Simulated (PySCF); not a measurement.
Input file:

```
{"job": {"kind": "sp", "xc": "wB97X", "basis": "ma-def2-TZVP", "d3": "d3bj", "grid": 2}, "charge": 0, "multiplicity": 1}
C     -0.943253    -0.175273     1.697081
P     -0.137416    -0.014638     0.239539
C     -0.048036     1.586181    -0.694430
C     -0.839772    -1.132100    -1.013413
C      1.624482    -0.432650     0.420650
H     -0.470588     0.251506     2.586109
H     -2.036450    -0.185166     1.673469
H      0.423003     2.341136    -0.046958
H      0.517022     1.510977    -1.637582
H     -1.073976     1.920515    -0.910385
H     -0.348694    -1.009298    -1.989480
H     -0.739454    -2.167501    -0.661612
H     -1.910713    -0.904287    -1.121363
H      2.067982     0.241457     1.168571
H      1.708499    -1.463847     0.788618
H      2.167509    -0.318365    -0.528535
```

Launched as:

```sh
OMP_NUM_THREADS=1 python redox_run.py task.json out
```

Geometry: PBE0-D3(BJ)/def2-SVP.

Computed with PySCF, DFT single point, gas phase, functional wB97X.

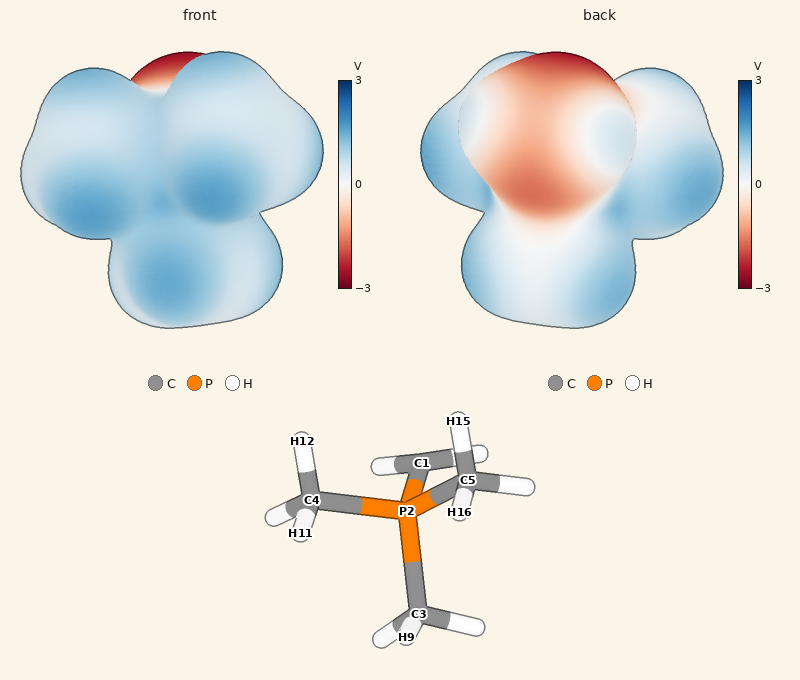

C$_{4}$H$_{11}$P. The electrostatic potential painted on the density surface at 0.004 e/bohr³, seen from the front and from behind; red is negative and blue positive. The bare structure is drawn below in the same view.

### Where is the surface potential most negative and most positive?

The most negative region (about −2.5 V) lies over C1, the most positive (about +1.6 V) over H11 and H16.

### How polar is the molecule by this calculation?

Its dipole moment is 3.38 D.
